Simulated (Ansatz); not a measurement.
C2H4Cl (charge −1)

Input

```
crystal:
  periodic: [false, false, false]
  atoms:
    - {symbol: C, position_ang: [-0.574059, 0.395107, -0.183077]}
    - {symbol: C, position_ang: [0.510473, -0.389004, -0.270108]}
    - {symbol: Cl, position_ang: [2.522936, -0.041832, 1.569113]}
    - {symbol: H, position_ang: [3.461563, 0.179764, 2.494071]}
    - {symbol: H, position_ang: [-1.454071, 0.358937, -0.852911]}
    - {symbol: H, position_ang: [-0.663763, 1.162436, 0.597093]}
    - {symbol: H, position_ang: [0.429442, -1.105074, -1.115374]}
basis:
  gaussian: {orbitals: "def2-TZVPPD.json"}
total_charge: -1
hamiltonian: {xc: pbe0, dispersion: d4}
output: {orbitals: {seedname: orbitals}}
```

Run with:

```sh
ansatz run in.yaml --threads 2 --pin off --events-out ev --progress --plain --max-ram 4352MiB
```

Geometry: PBE0-D4/def2-TZVPD; at this geometry the atoms fall into two loosely joined parts; the highest occupied orbital lies above zero, a sign that basis and functional describe the outermost electron poorly.

Computed with RKS PBE0-D4/def2-TZVPPD (Ansatz).

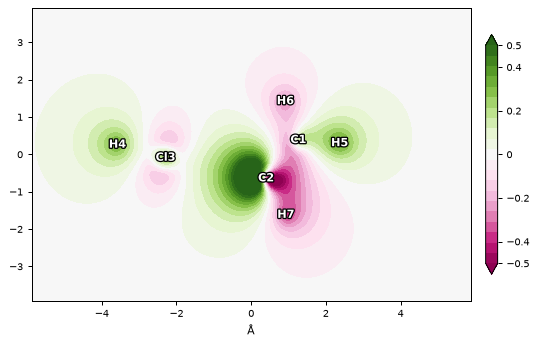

Figure 1. The HOMO on the molecular plane (values in Å⁻³ᐟ²; the overall sign is arbitrary).

Q: What is the character of this orbital?

A: By Hirshfeld shares it lies mainly on C2 (about 60 %), Cl3 (about 10 %), C1 (about 10 %), H7 (about 10 %) and H4 (about 5 %); it is symmetric in the molecular plane (an in-plane orbital: σ, lone-pair or in-plane π type). Its energy is 0.47 eV.

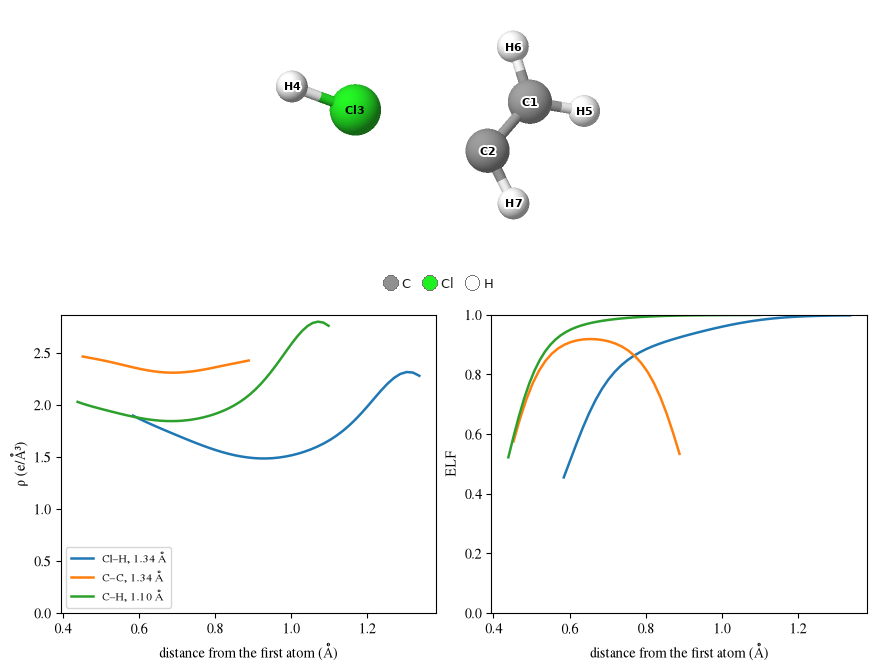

Figure 2. Total electron density and ELF along straight lines between neighbouring atoms. The curves leave out the atomic cores. The structure is drawn too.

Q: What can be read from the curves?

A: Cl–H (1.34 Å): ρ at the midpoint is about 1.8 e/Å³; the ELF climbs to about 1 towards the hydrogen, as it does in any bond to H: a covalent bond by its length.
C–C (1.34 Å): ρ is about 2.3 e/Å³ halfway; the ELF peaks at about 0.90 between the atoms: a short, multiple covalent bond.
C–H (1.10 Å): ρ is about 1.9 e/Å³ halfway; the ELF climbs to about 1 towards the hydrogen; an ordinary covalent bond to hydrogen.

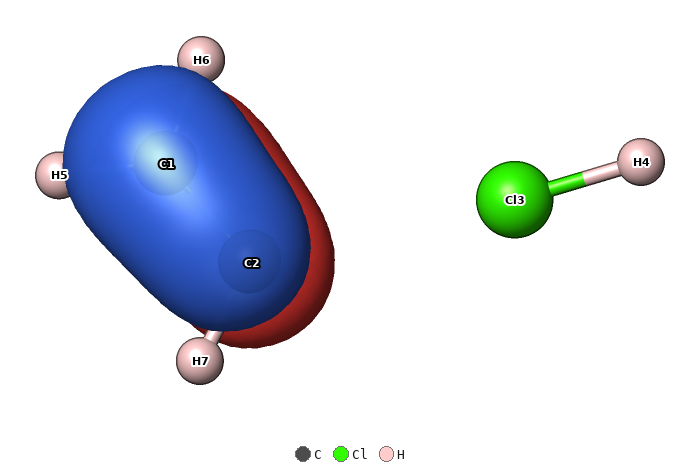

Figure 3. The HOMO−1 at ±0.15 Å⁻³ᐟ² (blue and red are the two phases), seen at an oblique angle.

Q: What is the character of this orbital?

A: By Hirshfeld shares it lies mainly on C1 (about 50 %) and C2 (about 40 %); it changes sign across the molecular plane (π type); π-bonding across C1–C2. Its energy is −1.52 eV.
